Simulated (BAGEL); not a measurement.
# A workflow on SiH2Cl2 (dichlorosilane (DCS))

Aim: a single-point energy (HF/cc-pVDZ), then the energy (NEVPT2(2,2)/cc-pVDZ), then the energy (CASPT2(2,2)/cc-pVDZ) of SiH2Cl2 (dichlorosilane (DCS)). 

The calculation is run with BAGEL 1.2.2.

1 further run of the same task is left out (set aside as unsound or not needed).

### Step 1. The structure to begin with

The species is SiH2Cl2 (5 atoms), meant as a singlet with charge 0. SMILES: `Cl[SiH2]Cl`. The Si2–H4 distance was set to 2.361 Å, away from the relaxed value. At this shape a bond of the SMILES string is far longer than usual.

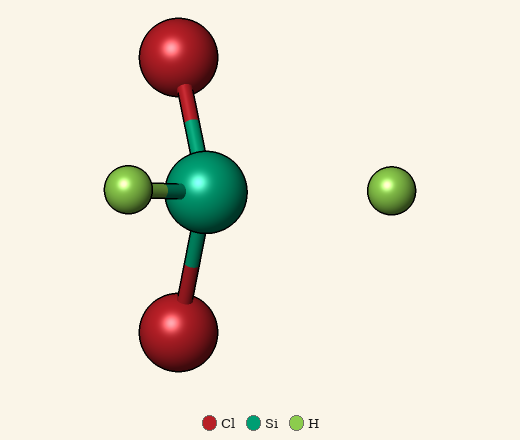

The structure, seen from a chosen angle (chlorine red, silicon teal, hydrogen green).

### Step 2. The energy at HF/cc-pVDZ (density fitting with svp-jkfit) (run 1)

File input.json:

```json
{ "bagel": [

{
  "title": "molecule",
  "basis": "cc-pvdz.json",
  "df_basis": "svp-jkfit",
  "angstrom": "true",
  "geometry": [
    { "atom": "Cl", "xyz": [      -1.165224,       0.380924,       2.018693 ] },
    { "atom": "Si", "xyz": [       0.007676,       0.702624,       0.380493 ] },
    { "atom": "Cl", "xyz": [      -0.928324,       1.971124,      -0.914607 ] },
    { "atom": "H", "xyz": [       0.352000,      -1.362200,      -0.711200 ] },
    { "atom": "H", "xyz": [       1.267376,       1.330924,       0.822793 ] }
  ]
},

{
  "title": "hf"
},

{
  "title": "print",
  "file": "orbitals.molden",
  "orbitals": "true"
}

]}
```

The basis set cc-pVDZ is read from a file made from the Basis Set Exchange's data (not shown).

Launch:

```
$ BAGEL_NUM_THREADS=1 BAGEL input.json > input.out
```

What it wrote:

```text
* using 1 threads per process

  ===============================================================
  ===============================================================

  *** Geometry ***

  { "atom" : "Cl", "xyz" : [     -2.201954,      0.719842,      3.814777 ] },
  { "atom" : "Si", "xyz" : [      0.014506,      1.327767,      0.719028 ] },
  { "atom" : "Cl", "xyz" : [     -1.754278,      3.724885,     -1.728357 ] },
  { "atom" : "H", "xyz" : [      0.665184,     -2.574185,     -1.343973 ] },
  { "atom" : "H", "xyz" : [      2.394994,      2.515082,      1.554853 ] },

  Number of auxiliary basis functions:      420

  Since a DF basis is specified, we compute 2- and 3-index integrals:
    o Being stored without compression. Storage requirement is 0.014 GB

  Number of basis functions:       64
  Number of electrons      :       50

    * METHOD: MOLECULE                             0.14

  *** RHF ***

  === Nuclear Repulsion ===
   188.7952684757

      * DIIS with orbital gradients will be used.

  === RHF iteration (cc-pvdz.json) ===
      0      -1209.04771039          0.00617845           0.05
      1      -1209.08848772          0.00264901           0.04
      2      -1209.09342582          0.00084157           0.05
      3      -1209.09403307          0.00020742           0.05
      4      -1209.09406332          0.00005634           0.05
      5      -1209.09406728          0.00001249           0.05
      6      -1209.09406746          0.00000280           0.05
      7      -1209.09406747          0.00000066           0.04
      8      -1209.09406747          0.00000014           0.04
      9      -1209.09406747          0.00000004           0.04
     10      -1209.09406747          0.00000001           0.04
     11      -1209.09406747          0.00000000           0.05
    * SCF iteration converged.

    * Permanent dipole moment:
           (   -0.399747,    -0.308496,    -0.199372) a.u.

    * METHOD: HF                                   0.64

    * METHOD: PRINT                                0.01

  ===============================================================
```

Wall time 0.92 s (1 thread of Arm Neoverse V2, shared host); peak memory 0.15 GiB.

### Step 3. A single-point energy at NEVPT2(2,2)/cc-pVDZ (density fitting with svp-jkfit) (run 2)

File job.json:

```json
{ "bagel": [

{
  "title": "molecule",
  "basis": "cc-pvdz.json",
  "df_basis": "svp-jkfit",
  "angstrom": "true",
  "geometry": [
    { "atom": "Cl", "xyz": [      -1.165224,       0.380924,       2.018693 ] },
    { "atom": "Si", "xyz": [       0.007676,       0.702624,       0.380493 ] },
    { "atom": "Cl", "xyz": [      -0.928324,       1.971124,      -0.914607 ] },
    { "atom": "H", "xyz": [       0.352000,      -1.362200,      -0.711200 ] },
    { "atom": "H", "xyz": [       1.267376,       1.330924,       0.822793 ] }
  ]
},

{ "title": "hf" },

{ "title": "nevpt2", "nstate": 1, "nact": 2, "nclosed": 24, "active": [25, 26], "maxiter": 200, "natocc": "true", "ncore": 15 },

{ "title": "print", "file": "orbitals.molden", "orbitals": "true" }

]}
```

The basis set cc-pVDZ is read from a file made from the Basis Set Exchange's data (not shown).

Launch:

```
$ BAGEL_NUM_THREADS=1 BAGEL job.json > job.out
```

What it wrote:

```text
* using 1 threads per process

  ===============================================================
  ===============================================================

  *** Geometry ***

  { "atom" : "Cl", "xyz" : [     -2.201954,      0.719842,      3.814777 ] },
  { "atom" : "Si", "xyz" : [      0.014506,      1.327767,      0.719028 ] },
  { "atom" : "Cl", "xyz" : [     -1.754278,      3.724885,     -1.728357 ] },
  { "atom" : "H", "xyz" : [      0.665184,     -2.574185,     -1.343973 ] },
  { "atom" : "H", "xyz" : [      2.394994,      2.515082,      1.554853 ] },

  Number of auxiliary basis functions:      420

  Since a DF basis is specified, we compute 2- and 3-index integrals:
    o Being stored without compression. Storage requirement is 0.014 GB

  Number of basis functions:       64
  Number of electrons      :       50

    * METHOD: MOLECULE                             0.14

  *** RHF ***

  === Nuclear Repulsion ===
   188.7952684757

      * DIIS with orbital gradients will be used.

  === RHF iteration (cc-pvdz.json) ===
      0      -1209.04771039          0.00617845           0.05
      1      -1209.08848772          0.00264901           0.04
      2      -1209.09342582          0.00084157           0.05
      3      -1209.09403307          0.00020742           0.05
      4      -1209.09406332          0.00005634           0.04
      5      -1209.09406728          0.00001249           0.04
      6      -1209.09406746          0.00000280           0.04
      7      -1209.09406747          0.00000066           0.04
      8      -1209.09406747          0.00000014           0.04
      9      -1209.09406747          0.00000004           0.04
     10      -1209.09406747          0.00000001           0.04
     11      -1209.09406747          0.00000000           0.04
    * SCF iteration converged.

    * Permanent dipole moment:
           (   -0.399747,    -0.308496,    -0.199372) a.u.

    * METHOD: HF                                   0.64

    * freezing 15 orbitals
  ---------------------------
      CASSCF calculation
  ---------------------------

    ==== Active orbitals : =====
         Orbital 25
         Orbital 26
    ============================

    * nstate   :      1
    * nclosed  :     24
    * nact     :      2
    * nvirt    :     38
  === CASSCF iteration (cc-pvdz.json) ===

    * Using the second-order algorithm

      0  0     -1209.11305388     2.76e-03      0.01

      1  0     -1209.13108096     1.29e-03      0.22

      2  0     -1209.13352063     4.71e-04      0.22

      3  0     -1209.13364290     1.44e-04      0.23

      4  0     -1209.13365009     3.94e-05      0.22

      5  0     -1209.13365058     1.05e-05      0.23

      6  0     -1209.13365061     2.75e-06      0.22

      7  0     -1209.13365062     7.22e-07      0.23

      8  0     -1209.13365062     1.89e-07      0.21

      9  0     -1209.13365062     4.96e-08      0.20

     10  0     -1209.13365062     1.30e-08      0.19

     11  0     -1209.13365062     3.41e-09      0.18

    * Second-order optimization converged. *

     guess   0:   closed 1.                   open ..

  === FCI iteration ===

      0  0     -1209.09157530     7.23e-02      0.00
      1  0     -1209.13358055     2.65e-03      0.00
      2  0 *   -1209.13365062     3.75e-16      0.00

     * ci vector, state   0, <S^2> = 0.0000
       2.     0.9601157833
       .2    -0.2796027230

  === DF-NEVPT2 calculation ===

    * 3-index integral transformation done
    * assembly done

      NEVPT2 correlation energy:   -0.3465917347      0.05

          (+0)     -0.3149109217
          (+0)'    -0.0043156169
          (+1)     -0.0096078805
          (+1)'    -0.0000000000
          (+2)     -0.0002336526
          (-1)     -0.0139274492
          (-1)'     0.0000000000
          (-2)     -0.0035962137

      NEVPT2 total energy:       -1209.4802423520

    * METHOD: NEVPT2                               2.59

    * METHOD: PRINT                                0.01

  ===============================================================
```

Run time: 3.6 s. Hardware: 1 thread of Arm Neoverse V2, shared host; peak memory 0.15 GiB.

### Step 4. The energy at CASPT2(2,2)/cc-pVDZ (density fitting with svp-jkfit) (run 3)

File caspt2.json:

```json
{ "bagel": [

{
  "title": "molecule",
  "basis": "cc-pvdz.json",
  "df_basis": "svp-jkfit",
  "angstrom": "true",
  "geometry": [
    { "atom": "Cl", "xyz": [   -1.165224,    0.380924,    2.018693 ] },
    { "atom": "Si", "xyz": [    0.007676,    0.702624,    0.380493 ] },
    { "atom": "Cl", "xyz": [   -0.928324,    1.971124,   -0.914607 ] },
    { "atom": "H", "xyz": [    0.352000,   -1.362200,   -0.711200 ] },
    { "atom": "H", "xyz": [    1.267376,    1.330924,    0.822793 ] }
  ]
},
{
  "title": "hf"
},
{
  "title": "casscf",
  "nstate": 1,
  "nact": 2,
  "nclosed": 24,
  "active": [25, 26],
  "maxiter": 200,
  "natocc": "true"
},
{
  "title": "print",
  "file": "orbitals.molden",
  "orbitals": "true"
},
{
  "title": "smith",
  "method": "caspt2",
  "ms": "true",
  "xms": "true",
  "sssr": "true",
  "shift": 0.2,
  "shift_imag": "true",
  "ncore": 15
}

]}
```

The basis set cc-pVDZ is read from a file made from the Basis Set Exchange's data (not shown).

Launch:

```
$ BAGEL_NUM_THREADS=1 BAGEL caspt2.json > caspt2.out
```

What it wrote:

```text
* using 1 threads per process

  ===============================================================
  ===============================================================

  *** Geometry ***

  { "atom" : "Cl", "xyz" : [     -2.201954,      0.719842,      3.814777 ] },
  { "atom" : "Si", "xyz" : [      0.014506,      1.327767,      0.719028 ] },
  { "atom" : "Cl", "xyz" : [     -1.754278,      3.724885,     -1.728357 ] },
  { "atom" : "H", "xyz" : [      0.665184,     -2.574185,     -1.343973 ] },
  { "atom" : "H", "xyz" : [      2.394994,      2.515082,      1.554853 ] },

  Number of auxiliary basis functions:      420

  Since a DF basis is specified, we compute 2- and 3-index integrals:
    o Being stored without compression. Storage requirement is 0.014 GB

  Number of basis functions:       64
  Number of electrons      :       50

    * METHOD: MOLECULE                             0.14

  *** RHF ***

  === Nuclear Repulsion ===
   188.7952684757

      * DIIS with orbital gradients will be used.

[... 6 lines left out ...]
    * SCF iteration converged.
[... 1 line left out ...]
    * Permanent dipole moment:
[... 27 lines left out ...]
    * Second-order optimization converged. *
[... 9 lines left out ...]
     * ci vector, state   0, <S^2> = 0.0000
[... 16 lines left out ...]
    * Zeroth order energy : state  0       -0.6775485480

    * CASPT2 iteration is performed using orthogonal basis

      -------------------------------------------  CASPT2 iteration  ---------------------------------------------------
       #      aibj      arbs      arbi      airj      risj      airs      arst      rist         Etot      error   time
      ------------------------------------------------------------------------------------------------------------------

       0  -0.31376  -0.00446  -0.01453  -0.01059  -0.00037  -0.00395  -0.00000  -0.00000   -0.3476637  0.0008886   0.02
       1  -0.31385  -0.00447  -0.01455  -0.01069  -0.00039  -0.00400   0.00000  -0.00000   -0.3479576  0.0001234   0.02
       2  -0.31385  -0.00447  -0.01456  -0.01069  -0.00039  -0.00400  -0.00000  -0.00000   -0.3479629  0.0000228   0.02
       3  -0.31385  -0.00447  -0.01456  -0.01069  -0.00039  -0.00400  -0.00000  -0.00000   -0.3479630  0.0000042   0.02
       4  -0.31385  -0.00447  -0.01456  -0.01069  -0.00039  -0.00400   0.00000  -0.00000   -0.3479630  0.0000006   0.02

      ------------------------------------------------------------------------------------------------------------------

    * CASPT2 energy : state  0    -1209.4839889934
        w/o shift correction      -1209.4816136455
        reference weight              0.8788982154

    * METHOD: SMITH                                0.20

  ===============================================================
```

Run time: 3.6 s. Hardware: 1 thread of Arm Neoverse V2, shared host; peak memory 0.15 GiB.

### Step 5. Results

```
                                quantity           value
         run 1, HF/cc-pVDZ: total energy  -1209.09407 Eh
        run 1, HF/cc-pVDZ: dipole moment          1.38 D
          run 1, HF/cc-pVDZ: HOMO energy       -10.31 eV
          run 1, HF/cc-pVDZ: LUMO energy         0.97 eV
        run 1, HF/cc-pVDZ: HOMO–LUMO gap        11.28 eV
run 2, NEVPT2(2,2)/cc-pVDZ: total energy  -1209.48024 Eh
run 3, CASPT2(2,2)/cc-pVDZ: total energy  -1209.48399 Eh
```
